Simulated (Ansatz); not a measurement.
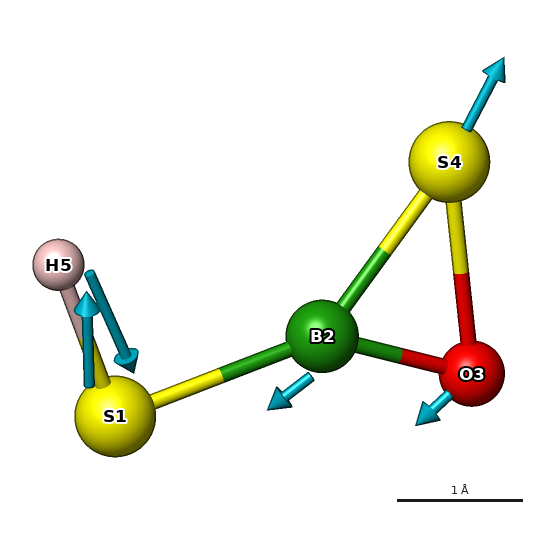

Arrows show the forces on the atoms, 0.4 Å of arrow for 1 eV/Å; forces under a tenth of the largest aren't drawn. Level of theory: PBE-D4/def2-TZVPP (Ansatz 0.2.0).

Q: On which atom is the force largest, and how large is it?

A: On H5: 2.61 eV/Å.

Q: Which bond do the forces act along most?

A: S1–H5, now 1.508 Å: the forces pull its atoms together, so a first step downhill shortens it.

List the force components in the frame of the picture (x right, y up, z towards the viewer), in eV/Å.

| atom | Fx | Fy | Fz |
| --- | --- | --- | --- |
| S1 | −0.06 | 1.90 | 1.15 |
| B2 | −0.90 | −0.69 | −0.13 |
| O3 | −0.71 | −0.65 | 0.12 |
| S4 | 0.76 | 1.46 | 0.24 |
| H5 | 0.90 | −2.02 | −1.38 |
